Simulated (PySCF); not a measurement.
C₂H₁₂OSi₃, SMILES CC[SiH2][SiH2]O[SiH3], singlet at its GFN2-xTB optimised geometry (Å):

```
18

C      3.0329    -0.5337    -1.1686
C      2.4460    -1.3158     0.0000
Si     0.5374    -1.3158     0.0000
Si    -0.2391     0.8552     0.0000
O     -1.8254     0.7451     0.3344
Si    -3.3595     0.9746     0.7779
H      2.7026    -0.9567    -2.1150
H      2.7167     0.5077    -1.1335
H      4.1219    -0.5584    -1.1501
H      2.8143    -2.3414    -0.0386
H      2.8201    -0.8920     0.9339
H      0.1155    -2.0999    -1.1781
H      0.1200    -2.1306     1.1574
H     -0.1739     1.5796    -1.2783
H      0.3285     1.7563     1.0156
H     -3.4162     0.7557     2.2219
H     -4.1219    -0.0210     0.0288
H     -3.7432     2.3414     0.4285
```

Computed with B3LYP/def2-SVP (PySCF 2.14.0). Cells within 0.4 Å of a nucleus heavier than hydrogen are left out (blank, or x).

Map of the LUMO amplitude (bohr^(-3/2)) on the plane z = 0.8 Å; orbital energy -0.47 eV, overall sign arbitrary:

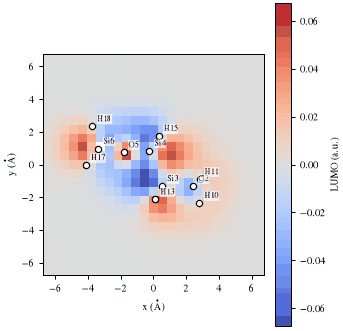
LUMO amplitude (bohr^(-3/2)) on the plane z = 0.8 Å.
